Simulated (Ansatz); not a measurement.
Bi (R-3m, No. 166): the geometry given to an electronic-structure calculation, possibly off equilibrium.

```xyz
6
Lattice="4.5790 0.0000 0.0000 -2.2895 3.9655 0.0000 0.0000 0.0000 12.2172" Properties=species:S:1:pos:R:3 pbc="T T T"
Bi    0.0000    2.6437   10.9867
Bi    0.0000    0.0000    9.3753
Bi    0.0000    0.0000    2.8419
Bi    2.2895    1.3218    1.2305
Bi    2.2895    1.3218    6.9143
Bi    0.0000    2.6437    5.3029
```

What will a HAADF-like image along [001] show? Simulated incoherent Z contrast: every atom adds Z^1.7 spread by a probe of 1.30 Å full width; channelling and multiple scattering are left out. The probe carries 25 % of its weight in a tail 2.5 times as wide. The display is stretched by a gamma of 0.65; percentages refer to the linear signal.

The columns repeat on a hexagonal net with a repeat of 2.64 Å (plane group p6mm). All columns are alike (Bi). The shortest distance between visible columns is 2.64 Å in projection. Along the beam the structure repeats every 12.22 Å.

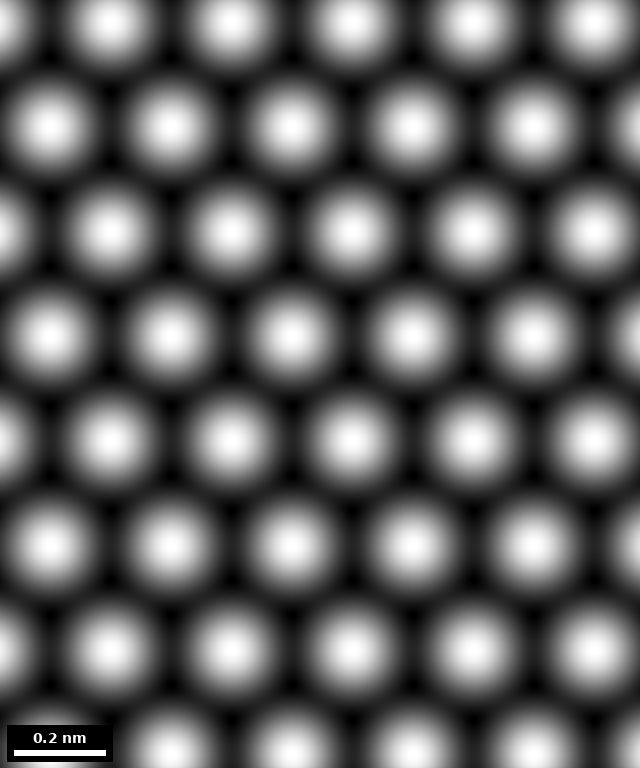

The simulated image.
